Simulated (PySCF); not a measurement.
# WOF3: how settings move a single point

Aim: repeat the single point on relaxed WOF3 with altered settings, some of them bad on purpose. It is a constructed species; whether it can be made isn't addressed.

Program: PySCF 2.14.0. Level of theory: r2SCAN, W def2-SVP with ECP60, O def2-SVP, F def2-SVP; scalar-relativistic core potentials, no spin–orbit coupling. These are calculated values, not measurements.

5 further runs of the same task are left out: 2 for a known fault of the program, 1 that didn't finish, 2 set aside as unsound or not needed. Runs told in other sessions of the task aren't counted.

### 1 Starting geometry

5 atoms, charge 0, spin multiplicity 2.

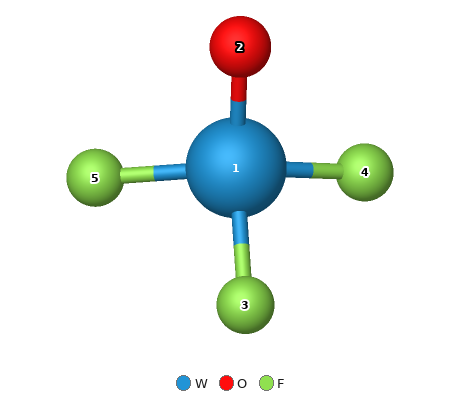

The geometry (tungsten blue, oxygen red, fluorine green); atoms are numbered from 1 in the order of the file.

Geometry (Å):

```xyz
5
charge 0, multiplicity 2
W    -0.04624    0.09472   -0.05111
O     1.05239    1.17007    0.67828
F    -1.25259   -1.15750    0.67366
F     1.08815   -1.16887   -0.79593
F    -1.35187    1.25240   -0.67973
```

Formal oxidation states: W +5. An earlier session relaxed this geometry at r2SCAN, W def2-SVP with ECP60, O def2-SVP, F def2-SVP (doublet, point group Cs).

The sound run used a (50, 194) grid (finer on f atoms), a threshold of 1e-8 and at most 55 cycles, and ended at -441.613601 Eh.

### 2 Try 1

Input file run.py (the lines that set the calculation):

```python
mol = gto.M(atom='''
W     -0.04624     0.09472    -0.05111
O      1.05239     1.17007     0.67828
F     -1.25259    -1.15750     0.67366
F      1.08815    -1.16887    -0.79593
F     -1.35187     1.25240    -0.67973''',
    basis={'W': 'def2-SVP', 'O': 'def2-SVP', 'F': 'def2-SVP'},
    ecp={'W': 'def2-SVP'},
    charge=0, spin=1)
mf = dft.UKS(mol, xc='R2SCAN')
mf.grids.atom_grid = (50, 194)
mf = mf.density_fit()  # fitting sets: W def2-universal-JKFIT, O def2-universal-JKFIT, F def2-universal-JKFIT
mf.conv_tol = 0.001; mf.max_cycle = 55
mf.kernel(dm0)  # dm0: free metal ions and neutral atoms
```

The run is started by

```
> OMP_NUM_THREADS=2 python run.py
```

What it wrote:

```text
init E= -457.395566163678
  HOMO = -0.137968478975  LUMO = -0.129320237136  gap/eV = 0.23533
cycle= 1 E= -436.44917182299  delta_E= 20.9  |g|= 3.74  |ddm|=  3.6
  HOMO = -0.00900776573807  LUMO = -0.00655311023897  gap/eV = 0.06679
cycle= 2 E= -431.844796399521  delta_E=  4.6  |g|= 4.36  |ddm|= 6.04
  HOMO = -0.267161299655  LUMO = -0.251467435438  gap/eV = 0.42705
cycle= 3 E= -441.040107929328  delta_E= -9.2  |g|= 1.17  |ddm|= 4.76
  HOMO = -0.222942364855  LUMO = -0.209920118407  gap/eV = 0.35435
cycle= 4 E= -436.174821090326  delta_E= 4.87  |g|= 2.95  |ddm|= 2.77
  HOMO = -0.167971669755  LUMO = -0.110002919355  gap/eV = 1.57741
cycle= 5 E= -441.569107565724  delta_E= -5.39  |g|= 0.288  |ddm|= 2.54
  HOMO = -0.252848847497  LUMO = -0.178767389238  gap/eV = 2.01586
cycle= 6 E= -441.604294692432  delta_E= -0.0352  |g|= 0.143  |ddm|= 0.467
  HOMO = -0.225073311662  LUMO = -0.144592541633  gap/eV = 2.18999
cycle= 7 E= -441.612102822888  delta_E= -0.00781  |g|= 0.0637  |ddm|= 0.169
  HOMO = -0.223672713879  LUMO = -0.142688192803  gap/eV = 2.20370
cycle= 8 E= -441.613419914858  delta_E= -0.00132  |g|= 0.0215  |ddm|= 0.0527
  HOMO = -0.22494247674  LUMO = -0.143387259433  gap/eV = 2.21923
cycle= 9 E= -441.613562807324  delta_E= -0.000143  |g|= 0.00937  |ddm|= 0.0155
  HOMO = -0.225891699269  LUMO = -0.144563920326  gap/eV = 2.21304
Extra cycle  E= -441.612943649593  delta_E= 0.000619  |g|= 0.0401  |ddm|= 0.034
converged SCF energy = -441.612943649593  <S^2> = 0.752659  2S+1 = 2.0026572
```

Run time: 4.3 s. Hardware: 2 threads of Arm Neoverse V1, shared host.

Changed: the SCF threshold (0.001). It converges in 9 cycles, +0.018 eV from the sound run, with a largest force component of 0.26 eV/Å. The setting is unsound, so these numbers aren't the compound's.

### 3 Try 2

Changes to run.py (the lines that set the calculation) since step 2:

```diff
@@ -10,5 +10,5 @@
 mf = dft.UKS(mol, xc='R2SCAN')
-mf.grids.atom_grid = (50, 194)
+mf.grids.atom_grid = (30, 86)
 mf = mf.density_fit()  # fitting sets: W def2-universal-JKFIT, O def2-universal-JKFIT, F def2-universal-JKFIT
-mf.conv_tol = 0.001; mf.max_cycle = 55
+mf.conv_tol = 1e-08; mf.max_cycle = 55
 mf.kernel(dm0)  # dm0: free metal ions and neutral atoms
```

The run is started by

```
> OMP_NUM_THREADS=2 python run.py
```

What it wrote:

```text
init E= -457.403531602537
  HOMO = -0.138168843528  LUMO = -0.129474379901  gap/eV = 0.23659
cycle= 1 E= -436.460191142446  delta_E= 20.9  |g|= 3.74  |ddm|=  3.6
  HOMO = -0.0089214110725  LUMO = -0.00646858499473  gap/eV = 0.06674
cycle= 2 E= -431.845232301135  delta_E= 4.61  |g|= 4.36  |ddm|= 6.04
  HOMO = -0.266928823655  LUMO = -0.251094847729  gap/eV = 0.43086
cycle= 3 E= -441.048807164542  delta_E= -9.2  |g|= 1.17  |ddm|= 4.76
  HOMO = -0.222286331176  LUMO = -0.20947329349  gap/eV = 0.34866
cycle= 4 E= -436.191185265938  delta_E= 4.86  |g|= 2.94  |ddm|= 2.77
  HOMO = -0.167779801194  LUMO = -0.109668317489  gap/eV = 1.58129
cycle= 5 E= -441.576379711469  delta_E= -5.39  |g|= 0.288  |ddm|= 2.54
  HOMO = -0.252830434832  LUMO = -0.178505346633  gap/eV = 2.02249
cycle= 6 E= -441.611481148844  delta_E= -0.0351  |g|= 0.143  |ddm|= 0.468
  HOMO = -0.225120640455  LUMO = -0.144417206057  gap/eV = 2.19605
cycle= 7 E= -441.619208281298  delta_E= -0.00773  |g|= 0.0654  |ddm|= 0.169
  HOMO = -0.223618190713  LUMO = -0.142402332113  gap/eV = 2.21000
cycle= 8 E= -441.620612798865  delta_E= -0.0014  |g|= 0.0209  |ddm|= 0.0536
  HOMO = -0.224873515434  LUMO = -0.143081531866  gap/eV = 2.22567
cycle= 9 E= -441.620747348123  delta_E= -0.000135  |g|= 0.00906  |ddm|= 0.0153
  HOMO = -0.225049104476  LUMO = -0.143165603435  gap/eV = 2.22816
cycle= 10 E= -441.620774414418  delta_E= -2.71e-05  |g|= 0.00444  |ddm|= 0.00431
  HOMO = -0.225106559974  LUMO = -0.143231581434  gap/eV = 2.22793
cycle= 11 E= -441.620781567767  delta_E= -7.15e-06  |g|= 0.00177  |ddm|= 0.00252
  HOMO = -0.225122710679  LUMO = -0.143273597127  gap/eV = 2.22723
cycle= 12 E= -441.620782452693  delta_E= -8.85e-07  |g|= 0.000973  |ddm|= 0.00122
  HOMO = -0.225110624033  LUMO = -0.143284470457  gap/eV = 2.22660
cycle= 13 E= -441.620782816064  delta_E= -3.63e-07  |g|= 0.000184  |ddm|= 0.000617
  HOMO = -0.225111124011  LUMO = -0.143290920074  gap/eV = 2.22644
cycle= 14 E= -441.620782829747  delta_E= -1.37e-08  |g|= 4.66e-05  |ddm|= 0.000157
  HOMO = -0.225111484244  LUMO = -0.14329284472  gap/eV = 2.22640
cycle= 15 E= -441.620782830577  delta_E= -8.3e-10  |g|= 8.89e-06  |ddm|= 4.64e-05
  HOMO = -0.22511235626  LUMO = -0.143293626272  gap/eV = 2.22640
Extra cycle  E= -441.620782830136  delta_E= 4.42e-10  |g|= 3.45e-05  |ddm|= 3e-05
converged SCF energy = -441.620782830136  <S^2> = 0.75261614  2S+1 = 2.0026144
```

Wall time 3.7 s (2 threads of Arm Neoverse V1, shared host).

Changed: the integration grid, to (30, 86). It converges in 15 cycles, -0.195 eV from the sound run, with a largest force component of 0.31 eV/Å. The setting is unsound, so these numbers aren't the compound's.

### 4 Try 3

Changes to run.py (the lines that set the calculation) since step 3:

```diff
@@ -10,5 +10,5 @@
 mf = dft.UKS(mol, xc='R2SCAN')
-mf.grids.atom_grid = (30, 86)
+mf.grids.atom_grid = (50, 194)
 mf = mf.density_fit()  # fitting sets: W def2-universal-JKFIT, O def2-universal-JKFIT, F def2-universal-JKFIT
 mf.conv_tol = 1e-08; mf.max_cycle = 55
-mf.kernel(dm0)  # dm0: free metal ions and neutral atoms
+mf.kernel(dm0)  # dm0: smeared density
```

The run is started by

```
> OMP_NUM_THREADS=2 python run.py
```

What it wrote:

```text
init E= -441.566015464542
  HOMO = -0.215118531721  LUMO = -0.153603600713  gap/eV = 1.67391
cycle= 1 E= -441.612138388781  delta_E= -0.0461  |g|= 0.055  |ddm|= 0.474
  HOMO = -0.23068895324  LUMO = -0.152665108256  gap/eV = 2.12314
cycle= 2 E= -441.595176146713  delta_E= 0.017  |g|= 0.214  |ddm|= 0.194
  HOMO = -0.225789530246  LUMO = -0.145821341533  gap/eV = 2.17605
cycle= 3 E= -441.613468214482  delta_E= -0.0183  |g|= 0.0179  |ddm|= 0.149
  HOMO = -0.224118772506  LUMO = -0.143161168747  gap/eV = 2.20297
cycle= 4 E= -441.613509959785  delta_E= -4.17e-05  |g|= 0.0152  |ddm|= 0.0238
  HOMO = -0.224750853772  LUMO = -0.143425189125  gap/eV = 2.21298
cycle= 5 E= -441.613597043666  delta_E= -8.71e-05  |g|= 0.00315  |ddm|= 0.012
  HOMO = -0.225243210876  LUMO = -0.143708578093  gap/eV = 2.21867
cycle= 6 E= -441.613600523377  delta_E= -3.48e-06  |g|= 0.000648  |ddm|= 0.00292
  HOMO = -0.225239152709  LUMO = -0.143672478938  gap/eV = 2.21954
cycle= 7 E= -441.613600525599  delta_E= -2.22e-09  |g|= 0.000683  |ddm|= 0.000913
  HOMO = -0.22518488661  LUMO = -0.143613298197  gap/eV = 2.21968
cycle= 8 E= -441.613600715219  delta_E= -1.9e-07  |g|= 8.32e-05  |ddm|= 0.000563
  HOMO = -0.225188615563  LUMO = -0.143616081554  gap/eV = 2.21970
cycle= 9 E= -441.613600723399  delta_E= -8.18e-09  |g|= 2.61e-05  |ddm|= 0.000183
  HOMO = -0.225190663641  LUMO = -0.143617676163  gap/eV = 2.21971
Extra cycle  E= -441.613600723993  delta_E= -5.94e-10  |g|= 3.02e-05  |ddm|= 5.71e-05
converged SCF energy = -441.613600723993  <S^2> = 0.75262606  2S+1 = 2.0026243
```

Wall time 4.3 s (2 threads of Arm Neoverse V1, shared host).

Changed: the starting guess (smeared density). It converges in 9 cycles, at the sound run's energy within 0.001 eV, with a largest force component of 0.01 eV/Å. The result survives the change.

### 5 Try 4

Changes to run.py (the lines that set the calculation) since step 4:

```diff
@@ -8,3 +8,3 @@
     ecp={'W': 'def2-SVP'},
-    charge=0, spin=1)
+    charge=0, spin=2)
 mf = dft.UKS(mol, xc='R2SCAN')
@@ -12,3 +12,3 @@
 mf = mf.density_fit()  # fitting sets: W def2-universal-JKFIT, O def2-universal-JKFIT, F def2-universal-JKFIT
-mf.conv_tol = 1e-08; mf.max_cycle = 55
-mf.kernel(dm0)  # dm0: smeared density
+mf.conv_tol = 1e-08; mf.max_cycle = 58
+mf.kernel(dm0)  # dm0: free metal ions and neutral atoms
```

The run is started by

```
> OMP_NUM_THREADS=2 python run.py
```

What it wrote:

```text
RuntimeError: Electron number 49 and spin 2 are not consistent
Note mol.spin = 2S = Nalpha - Nbeta, not 2S+1
```

Hardware: 2 threads of Arm Neoverse V1, shared host.

Changed: the spin (2 unpaired electrons); the cycle limit is 58. The program refuses it: the number of electrons and the spin don't fit.

### 6 Side by side

| run | changed | ending | energy change (eV) | cycles | time | usable |
| --- | --- | --- | --- | --- | --- | --- |
| 1 | the SCF threshold | converged | +0.018 | 9 | 4.3 s | no |
| 2 | the integration grid | converged | -0.195 | 15 | 3.7 s | no |
| 3 | the starting guess | converged | 0.000 | 9 | 4.3 s | yes |
| 4 | the spin | refused | – | – | 0 s | no |

1 of 4 altered runs gives a usable result. 2 ended normally with numbers unfit to quote.
